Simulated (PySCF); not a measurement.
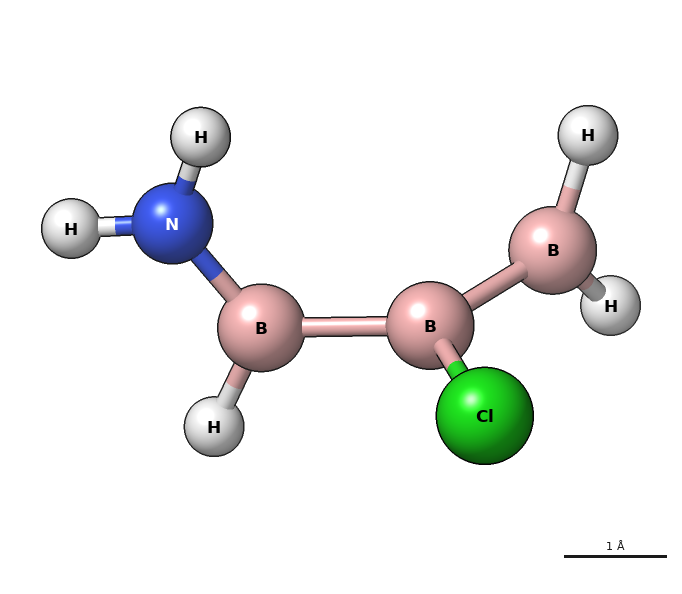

A ball-and-stick model of a molecule.

> What is the molecular formula?

B₃ClH₅N, 10 atoms: 3 boron, 1 chlorine, 5 hydrogen and 1 nitrogen.

> Name functional groups in it.

Among them: B–H bond.

> Write the SMILES.

BB(Cl)BN

> Describe its rings.

It has no ring.

> Which point group does it belong to?

C1.

The parts below concern this one geometry. Atoms keep their numbers from picture to picture. The computed structure is the end point of a PBE0-D3(BJ)/def2-SVP optimisation. No frequency run is at hand to confirm it as a minimum.

## Core levels

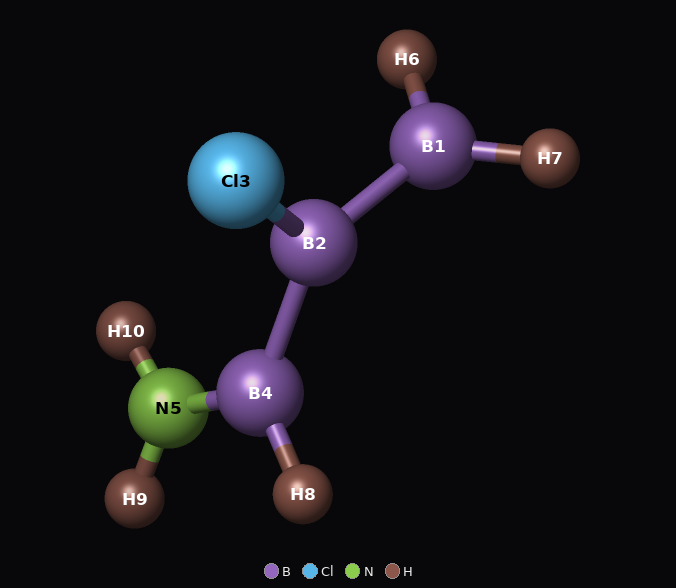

No frequency run is at hand to confirm it as a minimum. Level of theory: delta-SCF UKS SCAN, pcX-2 on the ionised atom, pcseg-1 elsewhere, non-relativistic (PySCF 2.14.0).

Give the core-electron binding energies (to vacuum; p and d levels without spin–orbit splitting) of B1 1s, B2 1s, Cl3 1s, Cl3 2p, B4 1s, N5 1s.

```json
{"atom": "B1", "level": "1s", "binding energy (eV)": "195.7"}
{"atom": "B2", "level": "1s", "binding energy (eV)": "196.1"}
{"atom": "Cl3", "level": "1s", "binding energy (eV)": "2818.4"}
{"atom": "Cl3", "level": "2p", "binding energy (eV)": "206.4"}
{"atom": "B4", "level": "1s", "binding energy (eV)": "195.4"}
{"atom": "N5", "level": "1s", "binding energy (eV)": "405.4"}
```

## Bond orders

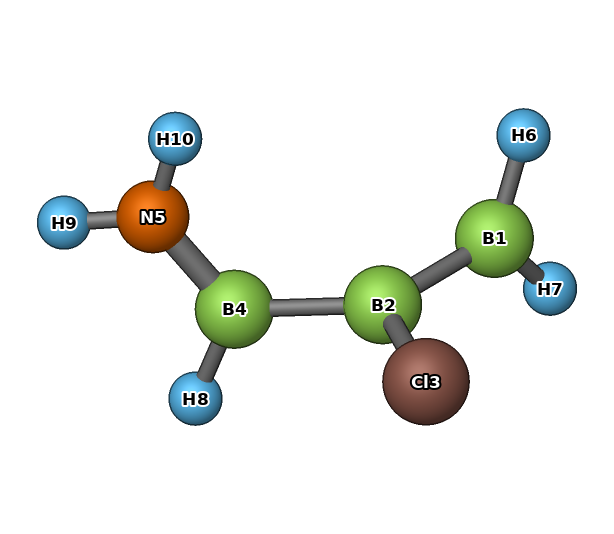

The thickness of each stick grows with its Mayer bond order. No frequency run is at hand to confirm it as a minimum. Method: PBE0/def2-SVP (PySCF 2.14.0).

> Which bond has the highest Mayer bond order?

B4–N5, 1.61, at a length of 1.391 Å.

List the Mayer bond orders of B1–B2, B1–H6, B1–H7, B2–Cl3, B2–B4, B4–N5, B4–H8, N5–H9, N5–H10.

```json
{"bond": "B1–B2", "Mayer order": "1.07", "length (Å)": "1.662"}
{"bond": "B1–H6", "Mayer order": "0.97", "length (Å)": "1.213"}
{"bond": "B1–H7", "Mayer order": "0.97", "length (Å)": "1.211"}
{"bond": "B2–Cl3", "Mayer order": "1.22", "length (Å)": "1.781"}
{"bond": "B2–B4", "Mayer order": "0.97", "length (Å)": "1.697"}
{"bond": "B4–N5", "Mayer order": "1.61", "length (Å)": "1.391"}
{"bond": "B4–H8", "Mayer order": "0.95", "length (Å)": "1.216"}
{"bond": "N5–H9", "Mayer order": "0.95", "length (Å)": "1.012"}
{"bond": "N5–H10", "Mayer order": "0.95", "length (Å)": "1.012"}
```

## Quadrupole coupling

No frequency run is at hand to confirm it as a minimum. Electric field gradients from the ground-state density, PBE0/IGLO-III (PySCF 2.14.0), non-relativistic apart from any core potentials.

Give the largest field-gradient component, the quadrupole coupling constant and the asymmetry for 11B at B1 (Q = 40.59 mb), 11B at B2 (Q = 40.59 mb), 35Cl at Cl3 (Q = −81.7 mb), 11B at B4 (Q = 40.59 mb), 14N at N5 (Q = 20.44 mb), 2H at H6 (Q = 2.86 mb), 2H at H7 (Q = 2.86 mb).

```csv
atom,V_zz (a.u.),e²qQ/h (MHz),η
B1,0.659,6.29,0.15
B2,0.522,4.98,0.83
Cl3,2.086,−40.1,0.73
B4,0.435,4.15,0.17
N5,−0.540,−2.59,0.74
H6,0.193,0.130,0.18
H7,0.194,0.130,0.18
```
